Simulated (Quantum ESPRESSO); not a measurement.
Refining one setting for Ti (P6_3/mmc, 4 atoms in the cell)

```yaml
crystal:
  lattice:
    - [2.94842, 0.00000, 0.00000]
    - [-1.47421, 2.55341, 0.00000]
    - [0.00000, 0.00000, 9.48657]
  atoms:
    - { symbol: Ti, position: [0.00000, 0.00000, 0.00000] }
    - { symbol: Ti, position: [0.00000, 0.00000, 0.50000] }
    - { symbol: Ti, position: [0.33333, 0.66667, 0.25000] }
    - { symbol: Ti, position: [0.66667, 0.33333, 0.75000] }
```

Method of the run: PBE, PseudoDojo standard norm-conserving (PBE) pseudopotentials (plane waves; Quantum ESPRESSO).

The starting cell was generated: these elements placed on a structure prototype, without a prior relaxation; it need not be a known phase or ordering of this composition. Its lattice was rescaled by a random factor within 2.5 % of one. Spin polarisation is off.

Held fixed: occupations = smearing; smearing = marzari-vanderbilt; degauss = 0.019992 Ry; potentials = {Ti: Ti.upf}; K_POINTS = automatic 10 10 3 0 0 0; conv_thr = 1e-10 Ry; mixing_beta = 0.7.

ΔF is the free energy per atom less that of the last row (170 Ry).

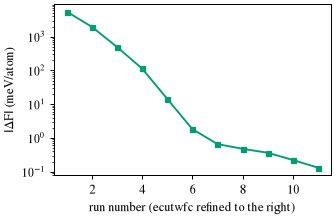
Size of the energy error against the last run of the series; values under 0.01 meV/atom are drawn at 0.01.

```tsv
ecutwfc	ΔF (meV/atom)	pressure (GPa)	plane waves	iterations
34 Ry	5596.8	-143.14	1629	16
42 Ry	1979.2	-71.08	2236	17
51 Ry	503.1	-28.18	2986	19
59 Ry	114.5	-10.61	3704	22
68 Ry	14.5	-3.79	4613	21
76 Ry	1.83	-2.46	5426	28
85 Ry	0.66	-2.28	6394	19
98 Ry	0.48	-2.28	7935	30
110 Ry	0.36	-2.28	9408	21
128 Ry	0.22	-2.28	11832	27
149 Ry	0.13	-2.28	14829	20
170 Ry	0.00	-2.28	18093	17
```

Pressure within 1 GPa of the last row: from ecutwfc = 76 Ry on; the one before it is off by 1.5 GPa. The value it settles on is -2.3 GPa at this level of theory and with the other settings as held.
